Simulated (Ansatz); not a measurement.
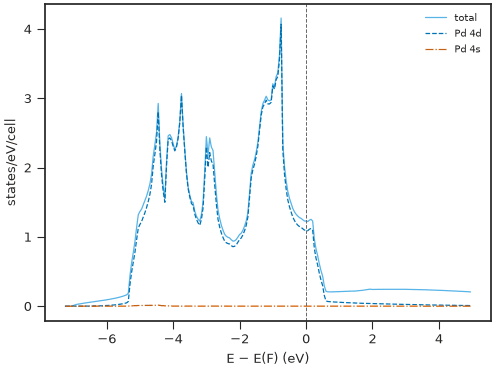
Fig. 1. Total and projected density of states of Pd (bcc (W type), Im-3m), DFT-r²SCAN+D4 in the program Ansatz with PAW potentials

Q: Which orbitals carry the states next to the Fermi level?

A: Within 0.5 eV of the Fermi level: Pd 4d 88 %, outside the projected shells 12 %. Projections are on Löwdin-orthogonalised atomic valence shells; empty p or d shells of many metals are not among them.

Q: Where is the tallest occupied peak in this window, and what makes it?

A: Near -0.8 eV, about 4.2 states/eV per cell; the largest projected share is Pd 4d.

The workflow started from a Materials Project entry (that database holds measured and hypothetical structures alike); the Crystallography Open Database copy checked does not list it. It is not the phase usual at ambient conditions (space group No. 225). The r²SCAN+D4 relaxation kept the symmetry of its start. At this level the phase is mechanically unstable. No spin polarisation was allowed. The pairwise dispersion correction was not fitted to metals. Spin–orbit coupling is left out wherever it is not named.

Potentials: the later of the program's two PAW sets.
